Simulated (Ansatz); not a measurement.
# ZnPIrO: relaxing a made-up structure

Starting from a made-up structure for ZnPIrO, the aim is the relaxed cell, its shortest contacts and, where a second run follows, its electronic structure.

Main program and level: Ansatz 0.2.0; DFT, PBE, plane-wave PAW, files of the set soft_1, scalar-relativistic, no spin, cell and ions relaxed at zero pressure; PAW set soft_1, in the first sound run; inputs show where later runs differ.

## (1) The starting structure

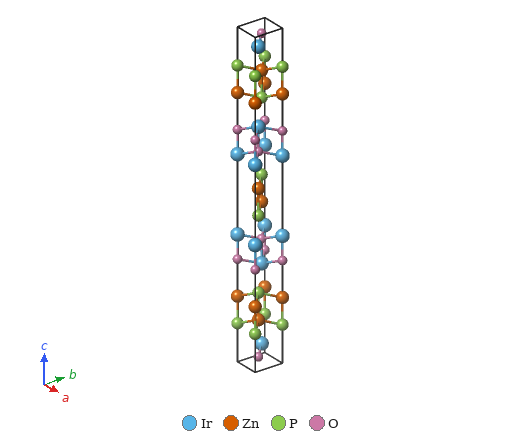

The cell as given, slightly off an axis (iridium blue, zinc orange, phosphorus green, oxygen pink). This picture shows the conventional cell, with its axes. Some periodic images of atoms are drawn too.

Structure file:

```cif
data_structure
_symmetry_space_group_name_H-M 'R-3m:H'
_symmetry_Int_Tables_number 166
_cell_length_a 3.6630
_cell_length_b 3.6630
_cell_length_c 27.9990
_cell_angle_alpha 90.000
_cell_angle_beta 90.000
_cell_angle_gamma 120.000
_cell_volume 325.35
loop_
_atom_site_label
_atom_site_type_symbol
_atom_site_symmetry_multiplicity
_atom_site_Wyckoff_symbol
_atom_site_fract_x
_atom_site_fract_y
_atom_site_fract_z
_atom_site_occupancy
Ir1 Ir 6 c 0.33333 0.66667 0.04700 1
Zn1 Zn 6 c 0.66667 0.33333 0.13720 1
P1 P 6 c 0.66667 0.33333 0.21830 1
O1 O 6 c 0.00000 0.00000 0.30650 1
```

## (2) Relaxing cell and atoms

The guessed cell has no reason to be at equilibrium. It is relaxed with the atoms, within the space group of the guess.

input.yaml reads:

```yaml
crystal:
  lattice:
    - [1.8315, 1.057417018, 9.333]
    - [-1.8315, 1.057417018, 9.333]
    - [0.0, -2.114834036, 9.333]
  atoms:
    - { symbol: Ir, position: [0.38033334, 0.38033334, 0.38033334] }
    - { symbol: Ir, position: [0.61966666, 0.61966666, 0.61966666] }
    - { symbol: Zn, position: [0.803866673, 0.803866673, 0.803866673] }
    - { symbol: Zn, position: [0.196133327, 0.196133327, 0.196133327] }
    - { symbol: P, position: [0.884966673, 0.884966673, 0.884966673] }
    - { symbol: P, position: [0.115033327, 0.115033327, 0.115033327] }
    - { symbol: O, position: [0.306500007, 0.306500007, 0.306500007] }
    - { symbol: O, position: [0.693499993, 0.693499993, 0.693499993] }
kpoints:
  mp_grid: { grid: [8, 8, 8] }
scf:
  occupations: { method: fermi_dirac, width: 0.05 }
hamiltonian:
  xc: pbe
  pseudopotentials: { kind: paw, azcp: { folder: soft_1 } }
relax:
  f_tol: 0.015
  max_steps: 70
  cell: {}
output:
  forces: true
  stress: true
```

The run is started by

```console
$ ansatz run input.yaml --threads 4 --pin off --max-ram 10240MiB --backend cpu --events-out ev --progress --plain --runs-dir out
```

Numbers of over 12 decimals in the logs are rounded to 6 here.

The log of the run:

```text
basis.fft_grid_basis auto: the FFT boxes are laid along the combinations [[1, 0, -1], [0, 1, -1], [0, 0, 1]] of the cell's own vectors, 3.663, 3.663 and 9.570 Å long. The dense box has 25×25×64 points. Along the cell's own vectors, as sized, it would have 64×64×64, 6.55 times as many. Of the 12 symmetry operations that the crystal satisfies within crystal.symmetry.tolerance (time reversal apart; of a slab, those that [...]
Engine: ansatz 0.2.0, x86_64-unknown-linux-gnu
Pseudopotentials: kind: paw
Pseudopotential: Ir, paw, valence charge 17, recommended cutoff 420 eV (normal), soft_1/Ir.paw.azcp
Pseudopotential: Zn, paw, valence charge 12, recommended cutoff 420 eV (normal), soft_1/Zn.paw.azcp
Pseudopotential: P, paw, valence charge 5, recommended cutoff 420 eV (normal), soft_1/P.paw.azcp
Pseudopotential: O, paw, valence charge 6, recommended cutoff 420 eV (normal), soft_1/O.paw.azcp
Functional definition: PBE
  parameter kappa = 0.804
  parameter beta = 0.066725
  exchange = pbe_x(kappa = kappa, mu = beta*pi^2/3)
  correlation = pbe_c(beta = beta)
Crystal: 8 atoms, lattice volume = 108.449 Å³
Basis set: ecut = 420 eV, 2089 PW (Γ), FFT grids on a1−a3, a2−a3, a3, exchange–correlation on 50×50×128 points (8 copies of the dense FFT grid, shifted against one another)
Bands: 48, of which v1, the nominal top of the filled ones, is band 40 counted from 1 (39 counted from 0)
Symmetry: 12 space group operations
Space group: R-3m (ITA 166), of the structure as read, at distance tolerance 4.8e-5 Å
k-points: 65 of 512
Non-local potential: Ir, projectors of the file, l = 0: 3, l = 1: 2, l = 2: 2, l = 3: 1
Non-local potential: Zn, projectors of the file, l = 0: 2, l = 1: 2, l = 2: 3, l = 3: 1
Non-local potential: P, projectors of the file, l = 0: 2, l = 1: 2, l = 2: 1
Non-local potential: O, projectors of the file, l = 0: 2, l = 1: 2, l = 2: 1
PAW form: soft (Blöchl's): semilocal exchange-correlation on the pseudo side does not see the compensation charge
PAW one-centre angular grid: Ir, 590 points (default); XC on 64 Gauss nodes
PAW one-centre angular grid: Zn, 590 points (default); XC on 64 Gauss nodes
PAW one-centre angular grid: P, 110 points (default); XC on 64 Gauss nodes
PAW one-centre angular grid: O, 110 points (default); XC on 64 Gauss nodes
Initial density: superposition of atomic densities (chi_scale 0.1, normalization cell, long waves of neutral atoms (reshape's long-wave potential 4.74 eV rms, cloud 2.07 Å wide))
Initial wavefunctions: pseudopotential atomic-orbital guess
Functional: x = pbe(κ = 0.804, μ = 0.219515), c = pbe(β = 0.066725)
SCF iter   1: F=—  HF=-33155.140577 eV  |F-HF|=—  |Δ(HF+E_count)|=         —  Δρ=1.54e-1  dr2=6.13e1  ethr=3.10e-3  ⟨swp⟩=8.2  Hψ=15291  notcnv=0
preconditioner: auto → Kerker (q_TF=auto, 2.593 Å⁻¹)  [metal: Δε(μ)=0.011 eV  Ē_g=9.423 eV  σ=0.050 eV  W_gap=0.06  n_scr=36 (ndim 8)  ℏωp=28.5 eV  f_vac=0.008  D(μ)=3.16/eV (n_scr^D=30)]
SCF iter   2: F=—  HF=-33151.030125 eV  |F-HF|=—  |Δ(HF+E_count)|=    4.11e0  Δρ=7.09e-2  dr2=2.00e1  ethr=3.10e-3  ⟨swp⟩=3.2  Hψ=6558  notcnv=0  defer=30
SCF iter   3: F=—  HF=-33149.369232 eV  |F-HF|=—  |Δ(HF+E_count)|=    1.66e0  Δρ=2.22e-2  dr2=1.82e0  ethr=3.10e-3  ⟨swp⟩=3.6  Hψ=6322  notcnv=0  defer=27
SCF iter   4: F=—  HF=-33149.131130 eV  |F-HF|=—  |Δ(HF+E_count)|=   2.38e-1  Δρ=1.69e-2  dr2=3.50e-1  ethr=2.28e-3  ⟨swp⟩=3.2  Hψ=5909  notcnv=0  defer=15
SCF iter   5: F=—  HF=-33149.042586 eV  |F-HF|=—  |Δ(HF+E_count)|=   8.85e-2  Δρ=4.40e-3  dr2=5.10e-2  ethr=4.37e-4  ⟨swp⟩=3.3  Hψ=5822  notcnv=0  defer=16
SCF iter   6: F=—  HF=-33149.039674 eV  |F-HF|=—  |Δ(HF+E_count)|=   2.91e-3  Δρ=1.93e-3  dr2=7.31e-3  ethr=6.38e-5  ⟨swp⟩=2.0  Hψ=3663  notcnv=0  defer=16
SCF iter   7: F=—  HF=-33149.039673 eV  |F-HF|=—  |Δ(HF+E_count)|=   6.16e-7  Δρ=7.22e-4  dr2=1.23e-3  ethr=9.13e-6  ⟨swp⟩=2.7  Hψ=4906  notcnv=0  defer=16
SCF iter   8: F=—  HF=-33149.040082 eV  |F-HF|=—  |Δ(HF+E_count)|=   4.08e-4  Δρ=2.81e-4  dr2=1.45e-4  ethr=1.53e-6  ⟨swp⟩=2.0  Hψ=4579  notcnv=0  defer=16
SCF iter   9: F=—  HF=-33149.040138 eV  |F-HF|=—  |Δ(HF+E_count)|=   5.60e-5  Δρ=1.17e-4  dr2=1.87e-5  ethr=1.81e-7  ⟨swp⟩=2.0  Hψ=4300  notcnv=0  defer=16
SCF iter  10: F=—  HF=-33149.040235 eV  |F-HF|=—  |Δ(HF+E_count)|=   9.75e-5  Δρ=3.70e-5  dr2=1.99e-6  ethr=2.34e-8  ⟨swp⟩=2.0  Hψ=5123  notcnv=0  defer=16
SCF iter  11: F=—  HF=-33149.040236 eV  |F-HF|=—  |Δ(HF+E_count)|=   6.69e-7  Δρ=2.79e-5  dr2=8.96e-7  ethr=2.49e-9  ⟨swp⟩=2.2  Hψ=4809  notcnv=0  defer=16
SCF iter  12: F=-33149.040236 eV  HF=-33149.040236 eV  |F-HF|=4.60e-8  |Δ(HF+E_count)|=   8.69e-9  Δρ=8.77e-6  dr2=7.12e-8  ethr=1.25e-10  ⟨swp⟩=4.0  Hψ=12993  notcnv=0
SCF 1 converged in 12 iterations: F = -33149.040236 eV  dr2 = 7.12e-8
  greatest PAW one-centre occupation: 1.000 electrons in one spin orbital (limit 2), on the Ir atom at site 1 (counted from 0), in its partial waves of l = 0
relax step   1: F+E_penalty+E_count = -33149.04023564 eV  Δ(F+E_penalty+E_count) = +0.000e0 eV  max|allowed force component| = 4.627e0 eV/Å  Δτ_max = 0.0000 Å  P = +13.158 GPa  Ω = 108.449 Å³  (12 SCF iters, dr2 threshold 1.00e-7 eV, accepted)
Crystal: 8 atoms, lattice volume = 106.404 Å³
Basis set: ecut = 420 eV, 2099 PW (Γ), FFT grids on a1−a3, a2−a3, a3, exchange–correlation on 50×50×128 points (8 copies of the dense FFT grid, shifted against one another)
Initial density: handed on by an earlier stage of this run
Initial wavefunctions: those handed on with the density
iter 1 solved again at ethr=2.21e-3 eV; its pass at ethr=3.10e-3 eV (dr2=1.77e0 eV) is discarded
SCF iter   1: F=—  HF=-33151.409092 eV  |F-HF|=—  |Δ(HF+E_count)|=         —  Δρ=3.14e-2  dr2=1.76e0  ethr=2.21e-3  ⟨swp⟩=1.0  Hψ=16647  notcnv=0
preconditioner: auto → LDOS  [metal: Δε(μ)=0.017 eV  Ē_g=9.057 eV  σ=0.050 eV  W_gap=0.08  n_scr=36 (ndim 8)  ℏωp=28.8 eV  f_vac=0.017  D(μ)=3.50/eV (n_scr^D=30)  β→1.0]
SCF iter   2: F=—  HF=-33151.368280 eV  |F-HF|=—  |Δ(HF+E_count)|=   4.08e-2  Δρ=1.77e-2  dr2=5.66e-1  ethr=2.20e-3  ⟨swp⟩=3.8  Hψ=6084  notcnv=0  defer=3
SCF iter   3: F=—  HF=-33151.200130 eV  |F-HF|=—  |Δ(HF+E_count)|=   1.68e-1  Δρ=7.75e-3  dr2=5.44e-2  ethr=7.07e-4  ⟨swp⟩=3.2  Hψ=6319  notcnv=0  defer=54
SCF iter   4: F=—  HF=-33151.182244 eV  |F-HF|=—  |Δ(HF+E_count)|=   1.79e-2  Δρ=2.31e-3  dr2=4.41e-3  ethr=6.80e-5  ⟨swp⟩=2.5  Hψ=5497  notcnv=0  defer=54
SCF iter   5: F=—  HF=-33151.180953 eV  |F-HF|=—  |Δ(HF+E_count)|=   1.29e-3  Δρ=4.69e-4  dr2=9.21e-5  ethr=5.51e-6  ⟨swp⟩=2.0  Hψ=5265  notcnv=0  defer=54
[...]
SCF 3 converged in 7 iterations: F = -33152.708094 eV  dr2 = 1.97e-7
relax step   3: F+E_penalty+E_count = -33152.70809383 eV  Δ(F+E_penalty+E_count) = -1.527e0 eV  max|allowed force component| = 2.406e0 eV/Å  Δτ_max = 0.1945 Å  P = +3.011 GPa  Ω = 105.233 Å³  energy of the carried Pulay correction = +3.885e-3 eV  (7 SCF iters, dr2 threshold 8.00e-7 eV, accepted)
[... from here on, the SCF cycles and remarks between the steps are left out ...]
relax step   4: F+E_penalty+E_count = -33153.56648424 eV  Δ(F+E_penalty+E_count) = -8.584e-1 eV  max|allowed force component| = 7.103e-1 eV/Å  Δτ_max = 0.1971 Å  P = +2.899 GPa  Ω = 104.361 Å³  energy of the carried Pulay correction = +4.959e-3 eV  (7 SCF iters, dr2 threshold 8.00e-7 eV, accepted)
relax step   5: F+E_penalty+E_count = -33153.66823713 eV  Δ(F+E_penalty+E_count) = -1.018e-1 eV  max|allowed force component| = 1.388e-1 eV/Å  Δτ_max = 0.0955 Å  P = -1.297 GPa  Ω = 107.121 Å³  energy of the carried Pulay correction = +1.591e-3 eV  (7 SCF iters, dr2 threshold 8.00e-7 eV, accepted)
relax step   6: F+E_penalty+E_count = -33153.67607399 eV  Δ(F+E_penalty+E_count) = -7.837e-3 eV  max|allowed force component| = 1.431e-1 eV/Å  Δτ_max = 0.0116 Å  P = +0.281 GPa  Ω = 106.282 Å³  energy of the carried Pulay correction = +2.605e-3 eV  (6 SCF iters, dr2 threshold 8.00e-7 eV, accepted)
relax step   7: F+E_penalty+E_count = -33153.67998052 eV  Δ(F+E_penalty+E_count) = -3.907e-3 eV  max|allowed force component| = 3.851e-2 eV/Å  Δτ_max = 0.0147 Å  P = +0.289 GPa  Ω = 106.499 Å³  energy of the carried Pulay correction = +2.343e-3 eV  (5 SCF iters, dr2 threshold 8.00e-7 eV, accepted)
relax step   8: F+E_penalty+E_count = -33153.68132795 eV  Δ(F+E_penalty+E_count) = -1.347e-3 eV  max|allowed force component| = 3.157e-2 eV/Å  Δτ_max = 0.0144 Å  P = +0.054 GPa  Ω = 106.922 Å³  energy of the carried Pulay correction = +1.831e-3 eV  (6 SCF iters, dr2 threshold 2.54e-7 eV, accepted)
relax step   9: F+E_penalty+E_count = -33153.68147581 eV  Δ(F+E_penalty+E_count) = -1.479e-4 eV  max|allowed force component| = 2.731e-2 eV/Å  Δτ_max = 0.0108 Å  P = +0.089 GPa  Ω = 107.079 Å³  energy of the carried Pulay correction = +1.641e-3 eV  (6 SCF iters, dr2 threshold 6.23e-8 eV, accepted)
relax step  10: F+E_penalty+E_count = -33153.68140376 eV  Δ(F+E_penalty+E_count) = +7.204e-5 eV  max|allowed force component| = 6.870e-3 eV/Å  Δτ_max = 0.0020 Å  P = -0.030 GPa  Ω = 107.189 Å³  energy of the carried Pulay correction = +1.508e-3 eV  (5 SCF iters, dr2 threshold 5.97e-8 eV, accepted)
relax step  11: F+E_penalty+E_count = -33153.68791754 eV  Δ(F+E_penalty+E_count) = -6.514e-3 eV  max|allowed force component| = 5.324e-3 eV/Å  Δτ_max = 0.0000 Å  P = +0.061 GPa  Ω = 107.189 Å³  stress off target by 1.42e-1 GPa  SCF on the basis re-selected at this cell (its energy is not comparable with the rows above)  (7 SCF iters)
relax step  12: F+E_penalty+E_count = -33153.68826241 eV  Δ(F+E_penalty+E_count) = -3.449e-4 eV  max|allowed force component| = 7.282e-3 eV/Å  Δτ_max = 0.0056 Å  P = +0.003 GPa  Ω = 107.090 Å³  energy of the carried Pulay correction = +1.160e-4 eV  (6 SCF iters, dr2 threshold 5.02e-8 eV, accepted)
iter 1 solved again at ethr=3.93e-6 eV; its pass at ethr=3.10e-3 eV (dr2=3.15e-3 eV) is discarded
SCF iter   1: F=—  HF=-33153.688072 eV  |F-HF|=—  |Δ(HF+E_count)|=         —  Δρ=3.06e-5  dr2=1.06e-7  ethr=3.93e-6  ⟨swp⟩=3.0  Hψ=21207  notcnv=0
eigensolver tolerance schedule: the retry pair's looser diagonalisation over-reported the residual by 29578.80 of it (diagonalisation noise at an unbounded share of the residual, at the tolerance the schedule requests for it); recorded, not acted on — ethr = c·dr2/N_el stays at c = 1.0e-1
preconditioner: auto → LDOS  [metal: Δε(μ)=0.007 eV  Ē_g=8.941 eV  σ=0.050 eV  W_gap=0.03  n_scr=36 (ndim 8)  ℏωp=28.7 eV  f_vac=0.013  D(μ)=2.26/eV (n_scr^D=10)  β→1.0]
SCF iter   2: F=—  HF=-33153.688132 eV  |F-HF|=—  |Δ(HF+E_count)|=   5.99e-5  Δρ=1.41e-5  dr2=2.35e-7  ethr=1.33e-10  ⟨swp⟩=4.0  Hψ=8887  notcnv=0
SCF iter   3: F=—  HF=-33153.688132 eV  |F-HF|=—  |Δ(HF+E_count)|=   4.81e-8  Δρ=5.28e-6  dr2=1.66e-8  ethr=1.33e-10  ⟨swp⟩=2.0  Hψ=5065  notcnv=0
SCF iter   4: F=—  HF=-33153.688132 eV  |F-HF|=—  |Δ(HF+E_count)|=   3.39e-9  Δρ=3.25e-6  dr2=5.37e-9  ethr=2.07e-11  ⟨swp⟩=2.0  Hψ=4929  notcnv=0
SCF iter   5: F=—  HF=-33153.688132 eV  |F-HF|=—  |Δ(HF+E_count)|=   1.15e-9  Δρ=8.09e-7  dr2=5.36e-10  ethr=6.71e-12  ⟨swp⟩=2.0  Hψ=3971  notcnv=0
SCF iter   6: F=-33153.688132 eV  HF=-33153.688132 eV  |F-HF|=3.64e-11  |Δ(HF+E_count)|=  5.09e-11  Δρ=2.50e-7  dr2=4.31e-11  ethr=1.00e-12  ⟨swp⟩=3.6  Hψ=13106  notcnv=0
SCF 13 converged in 6 iterations: F = -33153.688132 eV  dr2 = 4.31e-11
relax step  13: F+E_penalty+E_count = -33153.68813193 eV  Δ(F+E_penalty+E_count) = +1.305e-4 eV  max|allowed force component| = 7.314e-3 eV/Å  Δτ_max = 0.0000 Å  P = +0.002 GPa  Ω = 107.090 Å³  stress off target by 2.56e-2 GPa  SCF on the basis re-selected at this cell (its energy is not comparable with the rows above)  (6 SCF iters)
basis re-selected at this cell: Δ(F+E_penalty+E_count) = +1.305e-4 eV, ΔP = -0.001 GPa vs the last step (what re-selecting the basis moved, of the pressure what is left beyond the Pulay correction that the steps carried, after the strain that the cell walked since its last selection, with what the two solves' SCF thresholds leave and, on support functions, any second-order correction that the steps lacked; it is no m [...]
SCF converged after 6 iterations
Free energy (F): -33153.688132 eV
Harris-Foulkes:  -33153.688132 eV  (|F-HF|=3.64e-11)
Internal energy: -33153.668987 eV  (E = F + TS)
E sigma→0 (E₀):  -33153.678559 eV
Entropy (-TS):   -0.019145 eV (-2.393 meV/atom)
Fermi energy:    13.671650 eV
--- Per-component energies (eV) ---
  E_band       = -288.228884
  E_kinetic    = 1847.728926
  E_local      = -7784.078925  (includes V_loc(G=0)·N_el)
  E_nonlocal   = 2185.059091
  E_hartree    = 2939.398726
  E_xc         = -905.718479
  E_vxc        = -919.528418  (∫ρ·V_xc dr)
  E_paw        = -23762.613446  (= ΣΔE_a)
  E_vpaw       = -1496.209092  (= ΣTr[D̂ρ^β])
  E_aug_tail   = 0.001615  (compensation charges beyond the density's cutoff)
  E_ewald      = -7673.446496
  E_smearing   = -0.019145  (= −TS)
  E_closure    = 0.000000  (closes the sum)
  Σ components = -33153.688132   (vs F -33153.688132, Δ=0.00e0)
--- Forces (eV/Å), atoms counted from 1 ---
  atom   1  Ir    -0.00000000    -0.00000000     0.00036030
  atom   2  Ir     0.00000000     0.00000000    -0.00036030
  atom   3  Zn    -0.00000000    -0.00000000     0.00067483
  atom   4  Zn    -0.00000000     0.00000000    -0.00067483
  atom   5  P     -0.00000000    -0.00000000     0.00085130
  atom   6  P      0.00000000     0.00000000    -0.00085130
  atom   7  O      0.00000000     0.00000000     0.00731376
  atom   8  O     -0.00000000    -0.00000000    -0.00731376
  max |Σ_I F_I| component: 1.73e-18 eV/Å
--- Stress (GPa, compression-positive) ---
        0.015472      -0.000000       0.000000
       -0.000000       0.015472       0.000000
        0.000000       0.000000      -0.025648
  P = ⅓ Tr σ = 0.0018 GPa (0.018 kbar)
--- Relaxed structure (11 steps of the walk, 11 accepted, 2 SCFs on fresh bases) ---
  F+E_penalty+E_count = -33153.68813193 eV   max|allowed force component| = 7.314e-3 eV/Å   (the final SCF, on the basis selected at the relaxed cell)
  cell:  # Å, volume = 107.0904 Å³
    - [1.917105, 1.106841, 8.411401]
    - [-1.917105, 1.106841, 8.411401]
    - [0, -2.213682, 8.411401]
  atoms:
    - { symbol: Ir, position: [0.391244, 0.391244, 0.391244] }
    - { symbol: Ir, position: [0.608756, 0.608756, 0.608756] }
    - { symbol: Zn, position: [0.805032, 0.805032, 0.805032] }
    - { symbol: Zn, position: [0.194968, 0.194968, 0.194968] }
    - { symbol: P, position: [0.910732, 0.910732, 0.910732] }
    - { symbol: P, position: [0.089268, 0.089268, 0.089268] }
    - { symbol: O, position: [0.307756, 0.307756, 0.307756] }
    - { symbol: O, position: [0.692244, 0.692244, 0.692244] }
```

It took 58 s on 4 threads of Intel Xeon 6975P-C (Granite Rapids), shared host; peak memory 0.71 GiB.

This run has no spin polarisation, although Ir can carry a moment.

Step by step:

| step | energy less that of the first step (eV) | largest force component (eV/Å) | pressure (GPa) | volume (Å³) |
| --- | --- | --- | --- | --- |
| 1 | 0.0000 | 4.6266 | 13.16 | 108.45 |
| 2 | -2.1407 | 3.4911 | 6.12 | 106.40 |
| 3 | -3.6679 | 2.4057 | 3.01 | 105.23 |
| 4 | -4.5262 | 0.7104 | 2.90 | 104.36 |
| 5 | -4.6280 | 0.1388 | -1.30 | 107.12 |
| 6 | -4.6358 | 0.1431 | 0.28 | 106.28 |
| 7 | -4.6397 | 0.0385 | 0.29 | 106.50 |
| 8 | -4.6411 | 0.0316 | 0.05 | 106.92 |
| 9 | -4.6412 | 0.0273 | 0.09 | 107.08 |
| 10 | -4.6412 | 0.0069 | -0.03 | 107.19 |
| 11* | -4.6477 | 0.0053 | 0.06 | 107.19 |
| 12 | -4.6480 | 0.0073 | 0.00 | 107.09 |
| 13* | -4.6479 | 0.0073 | 0.00 | 107.09 |

Relaxation steps marked * repeat the geometry before them on a plane-wave basis chosen anew for their cell, so energy and pressure can jump there.

The run keeps the 12 symmetry operations that it works with, so distortions that break them were not tested.

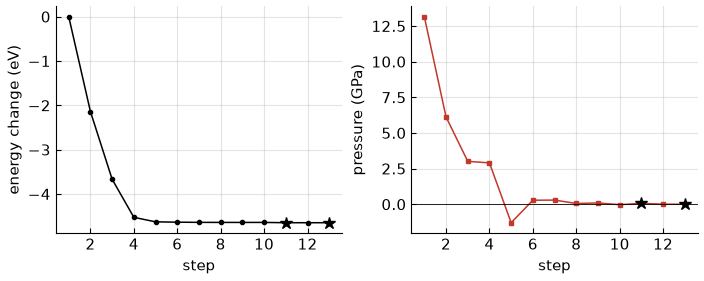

Energy and pressure along the relaxation. Stars mark steps on a basis chosen anew.

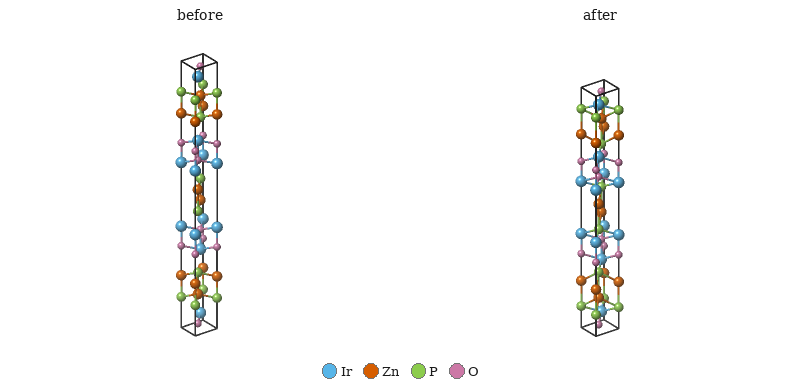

The structure before and after the relaxation, drawn at the same scale.

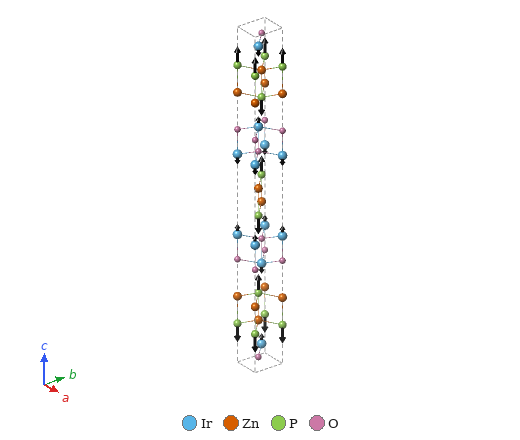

Displacements in the relaxation, exaggerated, measured against the changing cell; the longest in the cell stands for 0.65 Å. Some periodic images of atoms are drawn too.

```csv
"conventional cell, symmetrised",before,after,change
a (Å),3.663,3.834,+4.7 %
b (Å),3.663,3.834,+4.7 %
c (Å),27.999,25.234,-9.9 %
volume (Å³/atom),13.56,13.39,-1.3 %
```

The atoms that moved most (Å, as changes of fractional coordinates times the final cell):

```csv
atom,dx,dy,dz,length
P5,0.000,0.000,0.650,0.650
P6,0.000,0.000,-0.650,0.650
Ir2,0.000,0.000,-0.275,0.275
Ir1,0.000,0.000,0.275,0.275
O7,0.000,0.000,0.032,0.032
O8,0.000,0.000,-0.032,0.032
Zn4,0.000,0.000,-0.029,0.029
Zn3,0.000,0.000,0.029,0.029
```

Numbers from this step:

```yaml
free_energy: -33153.6881 eV
energy_at_zero_smearing: -33153.6786 eV
smearing_term_ts: 0.01914 eV
fermi_energy: 13.67 eV
electrons: 80
symmetry_operations: 12
pressure: 0.001765 GPa
```

The shortest distance of each pair, which need not be the same contact before and after:

```csv
pair,guess (Å),relaxed (Å)
Ir–O,2.067,2.107
Ir–P,2.846,2.351
P–Zn,2.204,2.537
O–O,2.594,2.563
Zn–Zn,2.682,2.634
```

The relaxation ends with a largest force component of 0.0073 eV/Å and a pressure of 0.00 GPa.

[end of part 1 of 2]

[Logs are printed without paths, hosts, clocks, repeated set-up lines and the standing remarks that a program may print on its own settings, such as how far it seeks lower states.]

[Hosts, paths, dates, database ids (printed as entryN), source tags and the programs' standing remarks are cut or masked in the printed files.]
